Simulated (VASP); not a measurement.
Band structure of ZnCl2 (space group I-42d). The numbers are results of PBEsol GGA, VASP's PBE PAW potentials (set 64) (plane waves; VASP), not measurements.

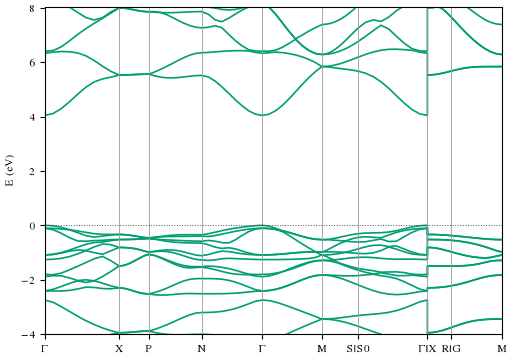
*Bands along high-symmetry lines, zero at the valence-band maximum or, without a gap, the Fermi level*

Read the plot: is there a gap, and where are the band edges?

The gap is direct, 4.04 eV, from the valence maximum at Γ to the conduction minimum at Γ. (Edges off the drawn lines would not show.)

The structure comes from a computed database's ZnCl2 entry (I-42d); how it stands against other phases isn't given here. It was relaxed first.
